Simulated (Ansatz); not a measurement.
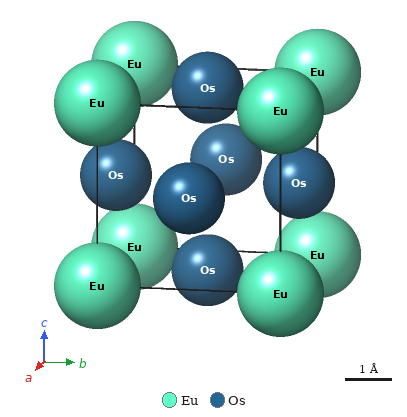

The image is a spheres-only drawing of a crystal, viewed slightly off an axis. The lines enclose the conventional unit cell; boundary atoms appear with their images.

EuOs3, Cu₃Au (L1₂) type, space group Pm-3m (No. 221), a = 4.063 Å, b = 4.063 Å, c = 4.063 Å, α = 90.00°, β = 90.00°, γ = 90.00°. Its origin is a structure type filled with these elements by a generator (whether the compound takes this form wasn't checked). Earlier steps of the study, as a rule a relaxation of our own, may have changed the cell and positions, so they can lie some per cent off the listed ones. Ansatz was used for an electronic-structure calculation on it.

This one geometry was computed with Ansatz (DFT, plane waves, PAW) at five levels of theory: PBE with spin-orbit coupling, PBEsol, LDA, PBE and r2SCAN.

Which level gives the highest pressure at this volume, and what does that say about its equilibrium volume?

Answer. Highest: PBE with spin-orbit coupling (0.8 GPa), which points to the largest equilibrium volume. Lowest, with the smallest volume: LDA (-13.1 GPa). Levels within 0.5 GPa of each other can't be told apart.

How does the band gap change with the level of theory?

Answer. All levels give a metal.

Collect the results in a table.

Answer.
| level | cutoff (eV) | k-mesh of the run's cell | gap (eV) | pressure (GPa) | absolute moment (μB/atom) |
| --- | --- | --- | --- | --- | --- |
| PBE with spin-orbit coupling | 420 | 8×8×8 | metal | 0.8 | 1.74 |
| PBEsol | 420 | 8×8×8 | metal | -8.6 | 1.76 |
| LDA | 420 | 8×8×8 | metal | -13.1 | 1.74 |
| PBE | 420 | 8×8×8 | metal | 0.0 | 1.77 |
| r2SCAN | 500 | 8×8×8 | metal | -2.5 | 1.97 |

Gaps are taken on the k-mesh or band path of each run.
